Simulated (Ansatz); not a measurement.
# C5H12Si (vinyltrimethylsilane): HF/jorge-DZP (start density atoms)

What is the energy change on altering one bond length of C5H12Si (vinyltrimethylsilane) at HF/jorge-DZP (start density atoms)? 

Program for the calculation: Ansatz 0.2.0.

7 further runs of the same task are left out: 4 for a known fault of the program, 1 that didn't finish, 2 set aside as unsound or not needed. Runs told in other sessions of the task aren't counted.

### 1 Starting point

C5H12Si: 18 atoms, total charge 0, spin state singlet. SMILES: `C=C[Si](C)(C)C`. Geometry: relaxed at PBE0-D4/def2-TZVP. This is one conformer, not always the lowest.

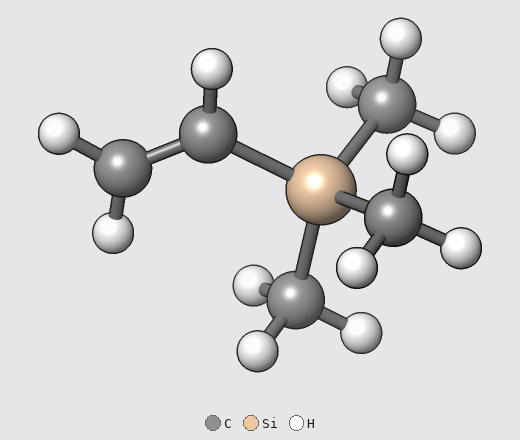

Viewed from a chosen angle; carbon grey, silicon light orange, hydrogen white.

### 2 Energy and gradient at HF/jorge-DZP (start density atoms)

input.yaml reads:

```yaml
crystal:
  periodic: [false, false, false]
  atoms:
    - {symbol: C, position_ang: [-2.463470, -0.560850, 0.441110]}
    - {symbol: C, position_ang: [-1.600000, 0.041460, -0.372240]}
    - {symbol: Si, position_ang: [0.250010, 0.097990, -0.111240]}
    - {symbol: C, position_ang: [0.693770, -0.817270, 1.461280]}
    - {symbol: C, position_ang: [0.791320, 1.889350, 0.012330]}
    - {symbol: C, position_ang: [1.095130, -0.702450, -1.581740]}
    - {symbol: H, position_ang: [-3.533840, -0.570330, 0.252000]}
    - {symbol: H, position_ang: [-2.138230, -1.076560, 1.340760]}
    - {symbol: H, position_ang: [-2.008990, 0.536650, -1.254490]}
    - {symbol: H, position_ang: [0.218540, -0.365270, 2.335650]}
    - {symbol: H, position_ang: [1.775050, -0.792910, 1.621980]}
    - {symbol: H, position_ang: [0.389440, -1.865980, 1.413780]}
    - {symbol: H, position_ang: [0.321910, 2.383320, 0.866720]}
    - {symbol: H, position_ang: [1.875770, 1.963820, 0.132240]}
    - {symbol: H, position_ang: [0.516990, 2.446350, -0.887640]}
    - {symbol: H, position_ang: [0.807560, -1.752570, -1.676110]}
    - {symbol: H, position_ang: [0.825840, -0.197420, -2.513330]}
    - {symbol: H, position_ang: [2.183160, -0.657310, -1.481070]}
basis:
  gaussian:
    orbitals: jorge-DZP.json
magnetization:
  spin_polarized: false
hamiltonian:
  xc: hf
scf:
  lower_state_search: standard
output:
  forces: true
  orbitals: {seedname: orbitals}
```

The basis set jorge-DZP is read from a file made from the Basis Set Exchange's data (not shown).

Launch:

```sh
ansatz run input.yaml --threads 1 --pin off --max-ram 3480MiB --events-out events.jsonl --progress --plain --runs-dir runs
```

Output, cut to the lines that bear on the results:

```text
Warning: RAYON_NUM_THREADS=1 ignored (pool sized by the plan → 1); use --threads N
Functional definition: HF
  name "HF"
[...]
1560 factors; integrals over basis functions are off by at most 1.3e-3 eV
[...]
mean field -13205.49115527 eV, -485.2928489528 hartree, gradient 1.6e-5 eV, S^2 0.000000; 0 other end points of the search recorded, 0 dependent functions left out
[...]
reference -13205.49115527 eV, -485.2928489528 hartree; 28, 28 occupied and 131, 131 virtual orbitals, 1560 factors
Total energy: -13205.49115527 eV, -485.2928489528 hartree
Atom 0 at    -2.463470    -0.560850     0.441110 Å, force    -0.035028     0.007641    -0.019559 eV/Å
Atom 1 at    -1.600000     0.041460    -0.372240 Å, force    -0.481528    -0.021799    -0.055572 eV/Å
Atom 2 at     0.250010     0.097990    -0.111240 Å, force     0.076660     0.002414     0.010243 eV/Å
Atom 3 at     0.693770    -0.817270     1.461280 Å, force     0.117981    -0.171146     0.300256 eV/Å
Atom 4 at     0.791320     1.889350     0.012330 Å, force     0.109395     0.312582     0.023240 eV/Å
Atom 5 at     1.095130    -0.702450    -1.581740 Å, force     0.162670    -0.139233    -0.253852 eV/Å
Atom 6 at    -3.533840    -0.570330     0.252000 Å, force     0.017950     0.004376    -0.003076 eV/Å
Atom 7 at    -2.138230    -1.076560     1.340760 Å, force    -0.042474     0.007928    -0.020847 eV/Å
Atom 8 at    -2.008990     0.536650    -1.254490 Å, force    -0.031949    -0.019012     0.024492 eV/Å
Atom 9 at     0.218540    -0.365270     2.335650 Å, force    -0.002612     0.004520     0.033743 eV/Å
Atom 10 at     1.775050    -0.792910     1.621980 Å, force     0.041049    -0.007464     0.020626 eV/Å
Atom 11 at     0.389440    -1.865980     1.413780 Å, force     0.002469    -0.032454     0.011192 eV/Å
Atom 12 at     0.321910     2.383320     0.866720 Å, force    -0.009377     0.033328     0.028317 eV/Å
Atom 13 at     1.875770     1.963820     0.132240 Å, force     0.038039     0.025158     0.006096 eV/Å
Atom 14 at     0.516990     2.446350    -0.887640 Å, force    -0.003587     0.034010    -0.028492 eV/Å
Atom 15 at     0.807560    -1.752570    -1.676110 Å, force    -0.000703    -0.040910    -0.017546 eV/Å
Atom 16 at     0.825840    -0.197420    -2.513330 Å, force    -0.000673     0.009891    -0.043687 eV/Å
Atom 17 at     2.183160    -0.657310    -1.481070 Å, force     0.041717    -0.009830    -0.015575 eV/Å
Dipole moment:     0.012064    -0.006261     0.012498 e Å
```

Run time: 5.7 s. Hardware: 1 thread of Arm Neoverse V2, shared host; peak memory 0.35 GiB.

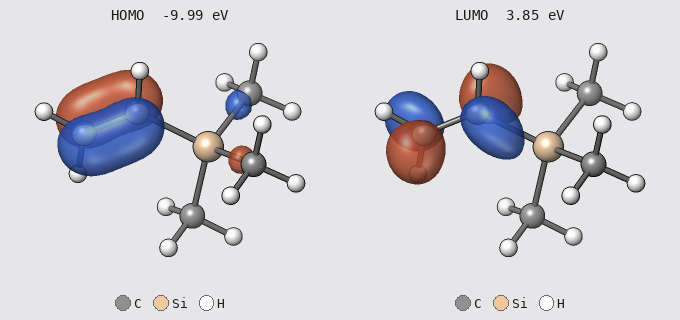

Frontier orbitals of this run, surfaces at ±0.2 Å^-3/2.

### 3 The distorted shape, same level

input.yaml reads:

```yaml
crystal:
  periodic: [false, false, false]
  atoms:
    - {symbol: C, position_ang: [-3.055072, -0.000525, 1.470491]}
    - {symbol: C, position_ang: [-2.191602, 0.601785, 0.657141]}
    - {symbol: Si, position_ang: [-0.341592, 0.658315, 0.918141]}
    - {symbol: C, position_ang: [0.102168, -0.256945, 2.490661]}
    - {symbol: C, position_ang: [0.199718, 2.449675, 1.041711]}
    - {symbol: C, position_ang: [1.095130, -0.702450, -1.581740]}
    - {symbol: H, position_ang: [-4.125442, -0.010005, 1.281381]}
    - {symbol: H, position_ang: [-2.729832, -0.516235, 2.370141]}
    - {symbol: H, position_ang: [-2.600592, 1.096975, -0.225109]}
    - {symbol: H, position_ang: [-0.373062, 0.195055, 3.365031]}
    - {symbol: H, position_ang: [1.183448, -0.232585, 2.651361]}
    - {symbol: H, position_ang: [-0.202162, -1.305655, 2.443161]}
    - {symbol: H, position_ang: [-0.269692, 2.943645, 1.896101]}
    - {symbol: H, position_ang: [1.284168, 2.524145, 1.161621]}
    - {symbol: H, position_ang: [-0.074612, 3.006675, 0.141741]}
    - {symbol: H, position_ang: [0.807560, -1.752570, -1.676110]}
    - {symbol: H, position_ang: [0.825840, -0.197420, -2.513330]}
    - {symbol: H, position_ang: [2.183160, -0.657310, -1.481070]}
basis:
  gaussian:
    orbitals: jorge-DZP.json
magnetization:
  spin_polarized: false
hamiltonian:
  xc: hf
scf:
  lower_state_search: standard
output:
  forces: true
  orbitals: {seedname: orbitals}
```

The basis set jorge-DZP is read from a file made from the Basis Set Exchange's data (not shown).

Launch:

```sh
ansatz run input.yaml --threads 1 --pin off --max-ram 3480MiB --events-out events.jsonl --progress --plain --runs-dir runs
```

Output, cut to the lines that bear on the results:

```text
Warning: RAYON_NUM_THREADS=1 ignored (pool sized by the plan → 1); use --threads N
[... 2 set-up lines as earlier in the session ...]
[...]
1561 factors; integrals over basis functions are off by at most 1.3e-3 eV
[...]
mean field -13201.58383616 eV, -485.1492576241 hartree, gradient 2.6e-5 eV, S^2 0.000000; 0 other end points of the search recorded, 0 dependent functions left out
[...]
reference -13201.58383616 eV, -485.1492576241 hartree; 28, 28 occupied and 131, 131 virtual orbitals, 1561 factors
Total energy: -13201.58383616 eV, -485.1492576241 hartree
Atom 0 at    -3.055072    -0.000525     1.470491 Å, force     0.097997    -0.095539     0.132219 eV/Å
Atom 1 at    -2.191602     0.601785     0.657141 Å, force    -0.262779    -0.090351    -0.588007 eV/Å
Atom 2 at    -0.341592     0.658315     0.918141 Å, force     0.641521    -0.735653    -1.279120 eV/Å
[...]
Atom 8 at    -2.600592     1.096975    -0.225109 Å, force     0.047194    -0.035788     0.067567 eV/Å
Atom 9 at    -0.373062     0.195055     3.365031 Å, force    -0.100936     0.162278    -0.075913 eV/Å
Atom 10 at     1.183448    -0.232585     2.651361 Å, force    -0.013188    -0.023384     0.007772 eV/Å
Atom 11 at    -0.202162    -1.305655     2.443161 Å, force     0.031076     0.015462     0.006520 eV/Å
Atom 12 at    -0.269692     2.943645     1.896101 Å, force    -0.130768    -0.159514     0.098889 eV/Å
Atom 13 at     1.284168     2.524145     1.161621 Å, force    -0.019780     0.024674    -0.015916 eV/Å
Atom 14 at    -0.074612     3.006675     0.141741 Å, force     0.022961     0.003279     0.014455 eV/Å
Atom 15 at     0.807560    -1.752570    -1.676110 Å, force    -0.365822     0.089518     0.536922 eV/Å
Atom 16 at     0.825840    -0.197420    -2.513330 Å, force    -0.367706     0.390683     0.371869 eV/Å
Atom 17 at     2.183160    -0.657310    -1.481070 Å, force    -0.116589     0.287802     0.558508 eV/Å
Dipole moment:    -0.245597     0.204200     0.435876 e Å
```

Wall time 6.3 s (1 thread of Arm Neoverse V2, shared host); peak memory 0.38 GiB.

### 4 Outcome

Level: HF/jorge-DZP (start density atoms).

| quantity | value |
| --- | --- |
| first shape: total energy | -485.29285 Eh |
| first shape: dipole moment | 0.09 D |
| first shape: HOMO energy | -9.99 eV |
| first shape: LUMO energy | 3.85 eV |
| first shape: HOMO–LUMO gap | 13.84 eV |
| first shape: largest force on an atom | 0.485 eV/Å |
| distorted shape: total energy | -485.14926 Eh |
| distorted shape: dipole moment | 2.60 D |
| distorted shape: HOMO energy | -7.48 eV |
| distorted shape: LUMO energy | 1.53 eV |
| distorted shape: HOMO–LUMO gap | 9.01 eV |
| distorted shape: largest force on an atom | 1.609 eV/Å |
| energy change with the Si3–C6 bond stretched from 1.875 to 3.188 Å | 3.907 eV |

What this shows: One bond (distorted shape) is far stretched, which a spin-restricted single reference describes badly; a broken-symmetry solution may lie lower. With the Si3–C6 bond stretched from 1.875 to 3.188 Å the energy rises by 3.91 eV (90 kcal/mol). The first shape isn't relaxed at this level, so the change isn't measured from a minimum. A restricted reference can't describe the breaking bond well at this length. The largest force (first shape) is 0.49 eV/Å: the shape isn't a stationary point for this species at this level. Mulliken charges (distorted shape) run from -0.41 on C6 to +0.60 on Si3.
